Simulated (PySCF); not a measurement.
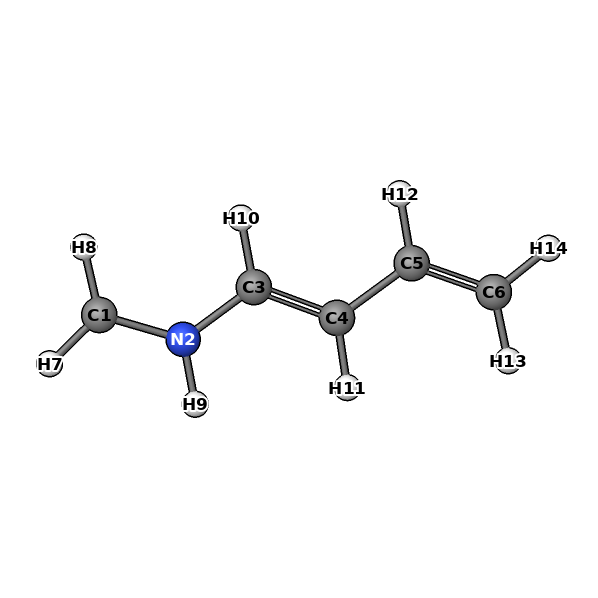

The questions are on Mulliken spin populations. Charge 0, doublet. Computed geometry: GFN2-xTB optimisation. No frequency run is at hand to confirm it as a minimum. Properties computed with UKS B3LYP, pcH-1 on C H N, non-relativistic (PySCF 2.14.0).

Give the Mulliken spin populations atom by atom.

```
atom  value (e)
  C1       0.77
  N2       0.08
  C3      −0.12
  C4       0.24
  C5      −0.10
  C6       0.23
  H7      −0.04
  H8      −0.03
  H9      −0.01
 H10       0.00
 H11      −0.01
 H12       0.00
 H13      −0.01
 H14      −0.01
```

Mulliken values depend strongly on the basis set.
